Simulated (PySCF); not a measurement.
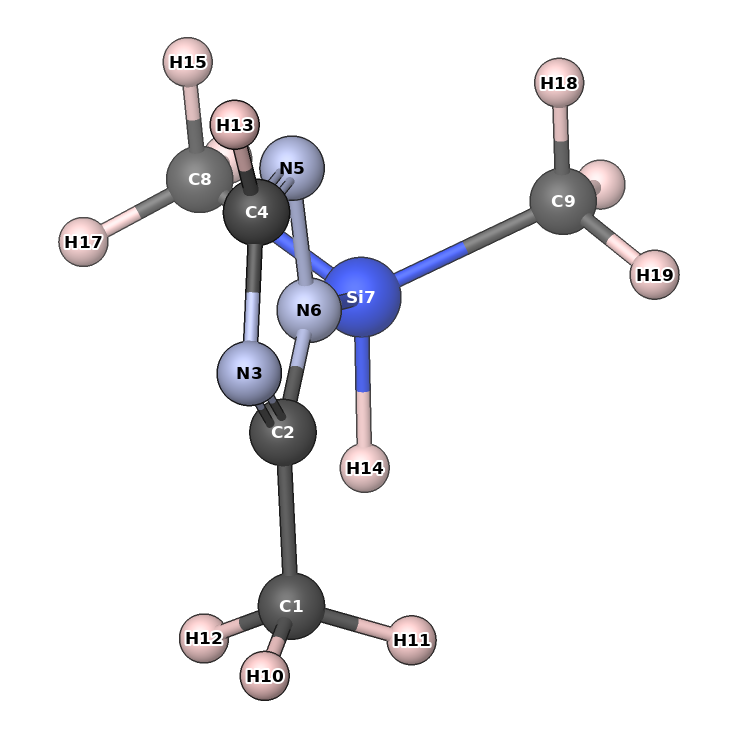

Si7 lies behind N6. The molecule seen a little off the N6–Si7 bond, N6 in front. Atoms fade into the background with distance from the viewer. Computed geometry: PBE0-D3(BJ)/def2-SVP optimisation. No frequency run is at hand to confirm it as a minimum.

> What is the torsion angle N5–N6–Si7–C8? The sign is positive where the front bond must turn clockwise to cover the back bond.

−59°, synclinal (gauche).
